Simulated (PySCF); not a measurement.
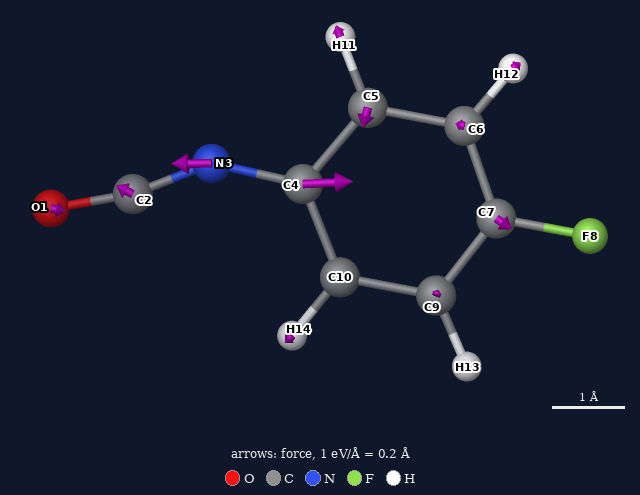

Starting geometry of C7H4FNO with the computed forces as purple arrows. Style: ball-and-stick. Shown face on.

The start comes from GFN2-xTB. Its atoms were then displaced at random by about 0.01 Å.

All numbers below come from PBE0-D3(BJ)/def2-SVP geometry optimisation, gas phase (PySCF 2.14.0, density-fitted response routines). 

Question: Is this structure relaxed? If not, where do the atoms go?

Answer: It isn't relaxed: the largest force vector, on C4, is 3.57 eV/Å. The final displacements follow the starting forces only in part (cosine between the two patterns 0.46). The atom that moves furthest after the best rigid fit is O1 (0.090 Å). Largest moves by element: O 0.090 Å, H 0.042 Å, C 0.041 Å, N 0.040 Å, F 0.024 Å. Some distances before and after: N3–C4 1.321 → 1.382 Å, C4–C5 1.423 → 1.400 Å, C10–H14 1.074 → 1.092 Å, C6–C7 1.374 → 1.390 Å. Among the angles between lasting bonds that change: O1–C2–N3 168.9° → 174.7°, N3–C4–C10 123.7° → 121.5°. The energy falls by 3.99 kcal/mol in 14 geometry steps.
